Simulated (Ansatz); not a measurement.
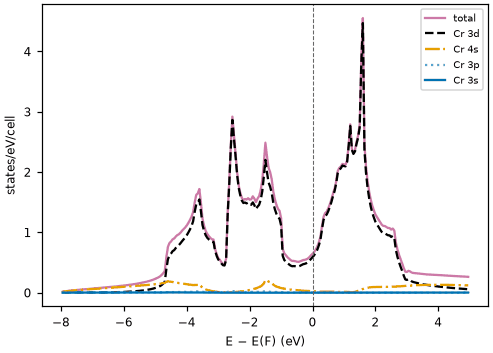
Total and projected density of states of Cr (bcc (W type), Im-3m), plane-wave PAW PBEsol (Ansatz code)

Which orbitals carry the states next to the Fermi level?

Within 0.5 eV of the Fermi level: Cr 3d 92 %. Projections are on Löwdin-orthogonalised atomic valence shells; empty p or d shells of many metals are not among them.

Where is the tallest occupied peak in this window, and what makes it?

Near -2.5 eV, about 2.9 states/eV per cell; the largest projected share is Cr 3d.

Symmetry was held in the PBEsol relaxation. The workflow began spin-polarised and lost its moments. Textbook magnetic order: a spin-density-wave antiferromagnet.

Potentials: the earlier of the program's two PAW sets. The files were generated under PBE; for other functionals the program regenerates the frozen cores, and for LDA and PBEsol the local potential too.
